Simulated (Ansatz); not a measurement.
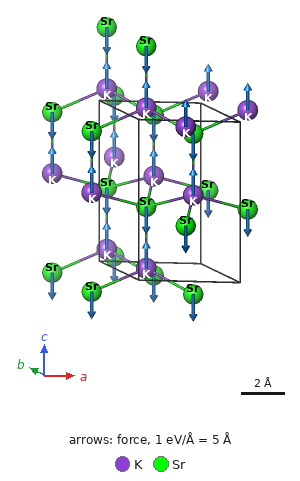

Starting geometry of crystalline KSr (built on the wurtzite_186 type) (coarse preliminary run) with the computed forces as blue arrows. Style: ball-and-stick. Shown: the cell of the calculation, repeated 1 × 2 × 1 with one cell outlined, slightly off an axis.

Case: wurtzite type (P6_3mc, No. 186).

Theory: DFT PBE, scalar-relativistic, plane waves, PAW in Ansatz 0.2.0. Settings: plane-wave cutoff 420 eV; k-point mesh 6 × 6 × 2; occupations gaussian; smearing width 0.1 eV; no spin polarisation; cell and atoms relaxed; force threshold 0.04 eV/Å; at most 70 steps.

> What follows when this structure is relaxed?

It isn't relaxed: the largest force vector, on Sr atoms, is 0.26 eV/Å. The atoms end up moving mostly along the starting forces (cosine between the two patterns 1.00). The largest moves relative to the cell, 0.97 Å, are those of K and Sr atoms. Largest moves by element: Sr 0.97 Å, K 0.97 Å. The drawn cell changes as follows: a = b 4.789 → 4.295 Å (−10.3 %), c 7.669 → 16.130 Å (+110.3 %); the volume changes by +69.2 %. Among the contacts that change: K–Sr 2.909 → 4.566 Å, K–Sr 2.930 → 4.231 Å, K–K 4.789 → 4.295 Å, Sr–Sr 4.789 → 4.295 Å. Among the angles between lasting bonds that change: K–Sr–K 110.8° → 56.1°, Sr–K–Sr 110.8° → 56.1°, K–Sr–K 108.1° → 147.1°. The space group stays P6_3mc (No. 186). After 29 accepted moves (33 points after the start) the energy has fallen by 1374 meV per atom. The largest force component goes from 0.26 to 0.0054 eV/Å. Pressure: 6.60 GPa at the start and 0.00 GPa at the end. The line search rejected the trial step at point 15 of the run. The SCF was repeated 3 times at an unchanged geometry on a basis and grid sized afresh for the cell, which shifted the energy by 176 meV per atom at most.

Limits of the set-up: the k-point mesh is coarse for a cell with partly filled bands.
